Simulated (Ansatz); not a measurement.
```yaml
crystal:
  lattice:
    - [-7.74052, -0.00380, 0.00435]
    - [0.00055, -7.72305, -7.72190]
    - [3.86618, -3.85781, 3.85696]
  atoms:
    - { symbol: Co, position: [0.50097, 0.00000, 0.24401] }
    - { symbol: Co, position: [0.00097, 0.50000, 0.24401] }
    - { symbol: Ir, position: [0.62150, 0.12167, 0.00353] }
    - { symbol: Ir, position: [0.12150, 0.62167, 0.00353] }
    - { symbol: Ir, position: [0.74693, 0.00002, 0.75247] }
    - { symbol: Ir, position: [0.24693, 0.50002, 0.75247] }
    - { symbol: Ir, position: [0.62142, 0.87843, 0.00341] }
    - { symbol: Ir, position: [0.12142, 0.37843, 0.00341] }
    - { symbol: Ir, position: [0.99679, 0.25121, 0.24506] }
    - { symbol: Ir, position: [0.49679, 0.75121, 0.24506] }
    - { symbol: Ir, position: [0.99683, 0.74885, 0.24509] }
    - { symbol: Ir, position: [0.49683, 0.24885, 0.24509] }
    - { symbol: Ir, position: [0.75613, 0.50007, 0.75689] }
    - { symbol: Ir, position: [0.25613, 0.00007, 0.75689] }
    - { symbol: Pt, position: [0.74958, 0.25030, 0.75055] }
    - { symbol: Pt, position: [0.24958, 0.75030, 0.75055] }
    - { symbol: Pt, position: [0.86589, 0.12318, 0.49459] }
    - { symbol: Pt, position: [0.36589, 0.62318, 0.49459] }
    - { symbol: Pt, position: [0.87737, 0.37578, 0.49887] }
    - { symbol: Pt, position: [0.37737, 0.87578, 0.49887] }
    - { symbol: Pt, position: [0.99557, 0.00005, 0.24904] }
    - { symbol: Pt, position: [0.49557, 0.50005, 0.24904] }
    - { symbol: Pt, position: [0.86586, 0.87684, 0.49448] }
    - { symbol: Pt, position: [0.36586, 0.37684, 0.49448] }
    - { symbol: Pt, position: [0.62840, 0.37540, 0.00109] }
    - { symbol: Pt, position: [0.12840, 0.87540, 0.00109] }
    - { symbol: Pt, position: [0.74952, 0.74981, 0.75053] }
    - { symbol: Pt, position: [0.24952, 0.24981, 0.75053] }
    - { symbol: Pt, position: [0.62839, 0.62462, 0.00107] }
    - { symbol: Pt, position: [0.12839, 0.12462, 0.00107] }
    - { symbol: Pt, position: [0.87741, 0.62438, 0.49886] }
    - { symbol: Pt, position: [0.37741, 0.12438, 0.49886] }
```

Space group Cm; a generated structure, not necessarily the stable one; spin-polarised.

Theory: DFT PBEsol, scalar-relativistic, plane waves, PAW in Ansatz 0.2.0.

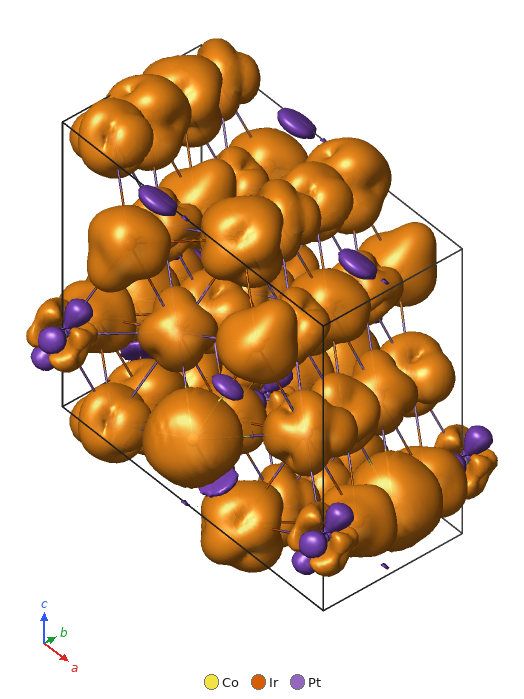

CoIr6Pt9. Isosurfaces of the spin density at +0.008 (orange) and −0.008 e/Å³ (purple), seen slightly off an axis. Sticks mark near contacts.

Question: Where is the spin, and how is it ordered?

Answer: The spin density sits on Co: +1.8 μB (×2) in one cell of 32 atoms, with smaller moments on other sites: Ir (up to +0.12 μB) and Pt (up to +0.10 μB): parallel main moments, as they must be, since the calculation's own cell holds one magnetic site. The cell of the calculation (16 atoms) carries 2.9 μB of net spin moment.
